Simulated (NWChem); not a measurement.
# CH6B− ([BMeH3]-): PBE-D3(0)/pcseg-2

Aim: the energy difference between two shapes of CH6B− ([BMeH3]-) at PBE-D3(0)/pcseg-2, from 2 runs. 

Program for the calculation: NWChem 7.3.0.

### 1 The structure to begin with

The species is CH6B− (8 atoms), meant as a singlet with charge -1. As SMILES, `[H][B-]([H])([H])C`. The coordinates come from a GFN2-xTB relaxation.

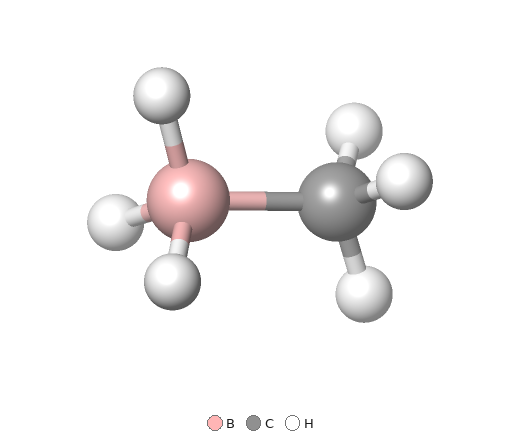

The structure, seen from a chosen angle (boron pink, carbon grey, hydrogen white).

### 2 The charge distribution at PBE-D3(0)/pcseg-2

mymol.nw

```
echo
start mymol
title "CH6B"
memory total 2200 mb
charge -1
geometry units angstroms noautosym nocenter
  zmatrix
    B
    C 1 1.649116
    H 2 1.09557 1 112.18407
    H 2 1.095773 3 106.61881 1 123.22943
    H 2 1.095998 3 106.59196 4 113.5648
    H 1 1.2313 2 110.22726 3 179.36189
    H 1 1.230945 6 108.72376 2 120.89463
    H 1 1.231534 7 108.70713 6 -118.16728
  end
end
basis spherical bse
  B library pcseg-2
  C library pcseg-2
  H library pcseg-2
end
dft
  xc xpbe96 cpbe96
  disp vdw 3
  grid coarse
  convergence energy 1e-06
  print low
end
property
  octupole
  dipole
  mulliken
  efield
  quadrupole
end
task dft property
```

Command:

```
$ nwchem mymol.nw > mymol.out
```

The program printed:

```text
[...]
 d= 0,ls=0.0,diis     1    -66.3994571736 -1.02D+02  8.62D-03  6.11D-01     3.3
[...]
 d= 0,ls=0.0,diis     8    -66.4867069464 -4.32D-10  2.52D-07  6.20D-10    22.7
         Total DFT energy =      -66.486706946399
      One electron energy =     -162.072265244900
           Coulomb energy =       71.796777421359
    Exchange-Corr. energy =      -11.785212306897
 Nuclear repulsion energy =       35.575086854110
    Dispersion correction =       -0.001093670069
[...]
   Dipole moment        3.5108961462 Debye(s)
             DMX        0.0007156992 DMXEFC        0.0000000000
             DMY       -0.0011602421 DMYEFC        0.0000000000
             DMZ        3.5108958815 DMZEFC        0.0000000000
   -EFC- dipole         0.0000000000 DEBYE(S)
   Total dipole         3.5108961462 DEBYE(S)
[...]
```

It took 24 s on 1 thread of Intel Xeon 6975P-C (Granite Rapids), shared host; peak memory 0.13 GiB.

Atomic charges (e):

| atom | Mulliken |
| --- | --- |
| B1 | -0.131 |
| C2 | -0.240 |
| H3 | -0.027 |
| H4 | -0.027 |
| H5 | -0.027 |
| H6 | -0.183 |
| H7 | -0.183 |
| H8 | -0.183 |

### 3 The distorted shape

ch6b.nw

```
START ch6b
TITLE "CH6B PBE"
memory 2200 mb
charge -1
GEOMETRY units angstroms noautosym nocenter noautoz
   B    -0.066764    0.044157   -0.831387
   C     0.117265   -0.062710    0.909589
   H    -0.972527    0.025141    1.157549
   H     0.547512    0.740788    1.303951
   H     0.542128   -0.916564    1.190653
   H     1.164164   -0.094581   -1.244553
   H    -0.484619    0.963398   -1.211073
   H    -0.615656   -0.932968   -1.266150
END
BASIS "ao basis" spherical bse
   * library pcseg-2
END
DFT
   xc xpbe96 cpbe96
   disp vdw 3
   grid coarse
   convergence energy 1e-06
END
PROPERTY
   octupole
   dipole
   mulliken
   efield
   quadrupole
END
TASK dft property
```

Command:

```
$ nwchem ch6b.nw > ch6b.out
```

The program printed:

```text
[...]
          Wavefunction type:  closed shell.
          No. of atoms     :     8
          No. of electrons :    18
[...]
          Charge           :    -1
          Spin multiplicity:     1
[...]
          AO basis - number of functions:   144
[...]
              XC Information
              --------------
          PerdewBurkeErnzerhof Exchange Functional  1.000
            Perdew 1991 LDA Correlation Functional  1.000 local
           PerdewBurkeErnz. Correlation Functional  1.000 non-local
[...]
 d= 0,ls=0.0,diis     1    -66.3719241842 -1.02D+02  8.18D-03  5.46D-01     3.4
[...]
 d= 0,ls=0.0,diis     8    -66.4482301345  6.29D-09  5.25D-06  2.89D-07    22.7
         Total DFT energy =      -66.448230134501
      One electron energy =     -162.373405840345
           Coulomb energy =       71.995408928127
    Exchange-Corr. energy =      -11.857733862687
 Nuclear repulsion energy =       35.788617057014
    Dispersion correction =       -0.001116416611
[...]
   Dipole moment        3.3923830475 Debye(s)
             DMX       -0.2076241938 DMXEFC        0.0000000000
             DMY        0.1752680973 DMYEFC        0.0000000000
             DMZ        3.3814842938 DMZEFC        0.0000000000
   -EFC- dipole         0.0000000000 DEBYE(S)
   Total dipole         3.3923830475 DEBYE(S)
[...]
```

Run time: 24 s. Hardware: 1 thread of Intel Xeon 6975P-C (Granite Rapids), shared host; peak memory 0.13 GiB.

Atomic charges (e):

| atom | Mulliken |
| --- | --- |
| B1 | -0.193 |
| C2 | -0.267 |
| H3 | -0.029 |
| H4 | -0.022 |
| H5 | -0.006 |
| H6 | -0.227 |
| H7 | -0.098 |
| H8 | -0.158 |

### 4 Results

Level: PBE-D3(0)/pcseg-2.

| quantity | value |
| --- | --- |
| first shape: total energy | -66.48671 Eh |
| first shape: dispersion energy | -2.87 kJ/mol |
| distorted shape: total energy | -66.44823 Eh |
| distorted shape: HOMO energy | 0.15 eV |
| distorted shape: LUMO energy | 4.68 eV |
| distorted shape: HOMO–LUMO gap (to an unbound level, set by the basis) | 4.53 eV |
| distorted shape: dispersion energy | -2.93 kJ/mol |
| energy change with the atoms displaced | 1.047 eV |

In words: With the atoms displaced the energy rises by 1.05 eV (24 kcal/mol). The first shape isn't relaxed at this level, so the change isn't measured from a minimum. The HOMO (distorted shape) lies at positive energy, 0.15 eV, as semi-local functionals often give for anions; only total energies tell whether the electron is bound.
